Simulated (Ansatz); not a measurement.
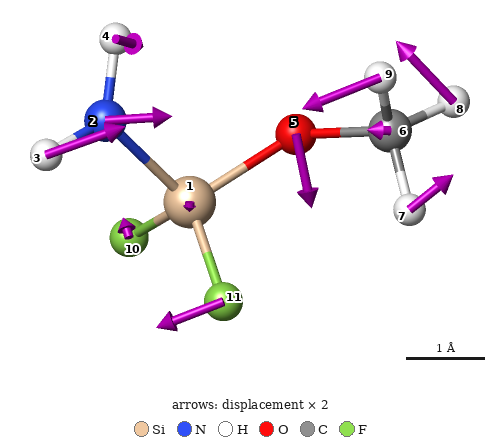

This is a relaxation of CH$_{5}$F$_{2}$NOSi. The starting structure is drawn; purple arrows show the displacements, 2 times their true length. The two geometries are superimposed by the best rigid fit.

A ball-and-stick model, seen at a tilt.

The run prepares the start of a later molecular dynamics calculation, from a guessed geometry.

These are results of Ansatz, RKS LDA/6-31G*, not measurements.

Input file:
```yaml
crystal:
  periodic: [false, false, false]
  atoms:
    - { symbol: Si, position_ang: [0.0, 0.0, 0.0] }
    - { symbol: "N", position_ang: [0.0, 0.0, 1.82] }
    - { symbol: H, position_ang: [-0.877, -0.2713, 2.35] }
    - { symbol: H, position_ang: [0.877, 0.2713, 2.35] }
    - { symbol: O, position_ang: [1.5842, 0.0, -0.5594] }
    - { symbol: C, position_ang: [2.3503, -1.1632, -0.836] }
    - { symbol: H, position_ang: [1.7187, -1.9052, -1.3675] }
    - { symbol: H, position_ang: [3.2179, -0.8926, -1.4733] }
    - { symbol: H, position_ang: [2.7141, -1.6023, 0.1163] }
    - { symbol: F, position_ang: [-0.7489, 1.2974, -0.5295] }
    - { symbol: F, position_ang: [-0.7489, -1.2974, -0.5295] }
basis:
  gaussian: { orbitals: "6-31G*" }
hamiltonian:
  xc: lda
relax:
  f_tol: 0.02
  max_steps: 40
output:
  orbitals: {}
```

Launched with:
```bash
ansatz run input.yaml --threads 4 --pin off --max-ram 5120MiB --backend cpu --events-out ev --progress --plain --runs-dir out
```

Q: Describe the change and its energy.

A: The largest moves after the best rigid fit, 0.57 Å, are those of H3 and H8. Largest moves by element: H 0.57 Å, O 0.50 Å, F 0.47 Å, N 0.43 Å, C 0.16 Å, Si 0.07 Å. Among the contacts that change: Si1–N2 1.820 → 1.693 Å, Si1–O5 1.680 → 1.625 Å, N2–H3 1.060 → 1.021 Å, O5–C6 1.420 → 1.410 Å. Among the angles between lasting bonds that change: H3–N2–H4 120.0° → 112.3°, N2–Si1–F10 109.5° → 116.4°, O5–Si1–F10 109.5° → 104.0°. Groups turn about O5–C6 by about 50°, Si1–O5 by about 45°. Over 14 accepted moves (17 points after the start) the energy falls by 11.5 kcal/mol. The largest force component goes from 3 to 0.015 eV/Å. The line search rejected the trial steps at points 5, 9, 12 of the run. The run took 19 s on 4 threads of Arm Neoverse V1, on a shared host, peak memory 0.18 GiB.
